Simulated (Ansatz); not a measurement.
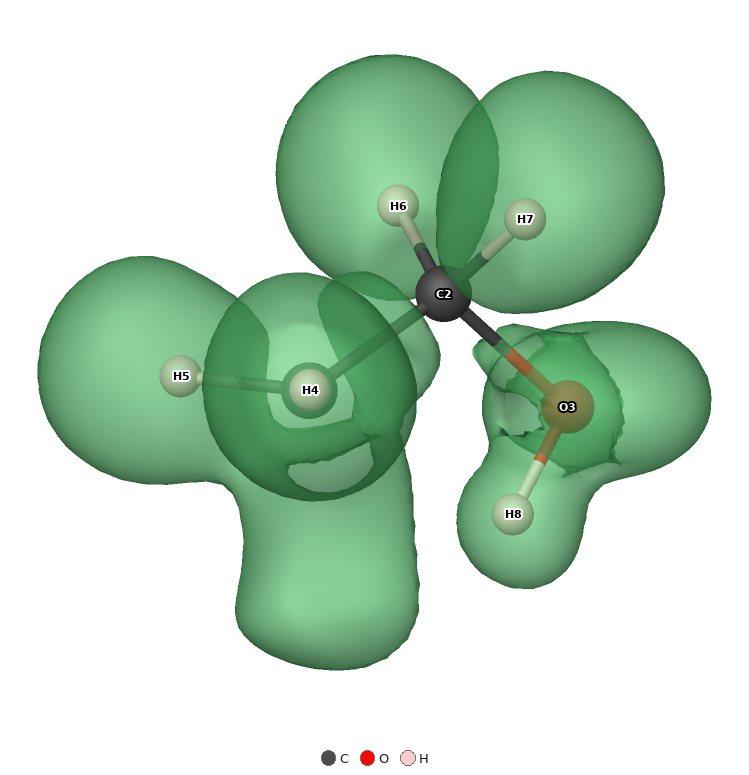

Figure. C$_{2}$H$_{5}$O (SMILES [CH2-]CO) (charge −1). Isosurface of the electron localisation function at 0.75 (green), seen at a tilt. Core shells and regions of very low density are left out.

Geometry: PBE-D3(BJ)/def2-SVPD; the highest occupied orbital lies above zero, a sign that basis and functional describe the outermost electron poorly.

The calculation used Ansatz 0.2.0, isolated molecule in a Gaussian basis; Kohn-Sham density functional theory, functional PBE0.

```xyz
8

C    -1.8508   -0.9188   -0.7817
C    -1.8698    0.5514   -0.8967
O    -0.6937    1.1984   -0.1800
H    -2.6574   -1.3765   -0.1756
H    -1.6578   -1.4840   -1.7148
H    -1.7846    0.9328   -1.9446
H    -2.7638    1.0380   -0.4335
H    -0.2888    0.3584    0.1419
```

What do the ELF domains correspond to?

At this value the surface marks out two regions around hydrogen nuclei, one joined region spread over several atoms (C, H), in which their bonds and any lone pairs are merged and one joined region spread over several atoms (H, O), in which their bonds and any lone pairs are merged. Profiles from the grid: C–C (1.47 Å): the ELF peaks at about 0.95 between the atoms; a covalent bond. C–O (1.52 Å): the ELF peaks at about 0.85 between the atoms, as expected for a shared but strongly polarised pair.
